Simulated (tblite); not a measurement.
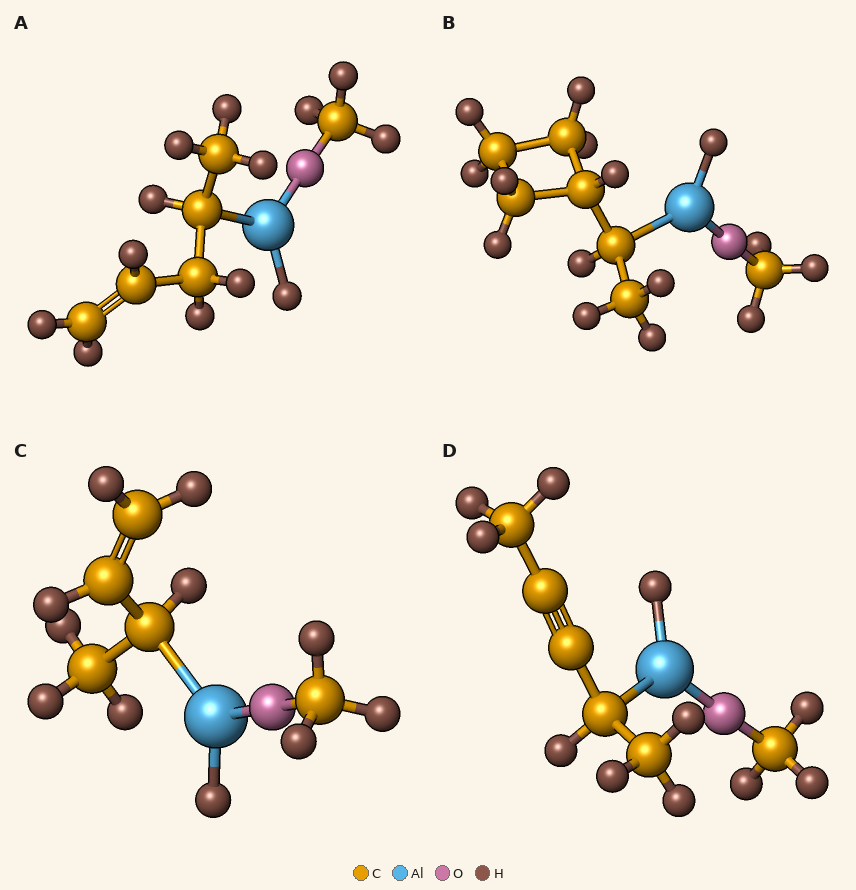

(Drawn from a calculation with tblite.)

```xyz
19
charge 0, multiplicity 1
C    -3.8213    1.1359   -0.1187
C    -2.5540    0.4455   -0.2548
C    -1.5334   -0.1784   -0.3830
C    -0.2750   -0.8844   -0.5010
C    -0.1244   -1.9878    0.5610
Al    0.9914    0.6948   -0.3317
O     2.6342    0.6018   -0.2485
C     4.0316    0.5769   -0.1729
H    -4.6370    0.4166   -0.0350
H    -3.8128    1.7644    0.7719
H    -3.9973    1.7659   -0.9906
H    -0.2479   -1.3630   -1.4925
H    -0.2795   -1.5825    1.5598
H     0.8768   -2.4171    0.5173
H    -0.8505   -2.7859    0.3982
H     0.3781    2.0952   -0.2526
H     4.4043    1.5507    0.1512
H     4.3538   -0.1831    0.5428
H     4.4530    0.3437   -1.1535
```

Question: Which panel shows the molecule in this file?

Answer: D. The file holds C6H11AlO, `CC#C[C@H](C)[AlH][O]C`.
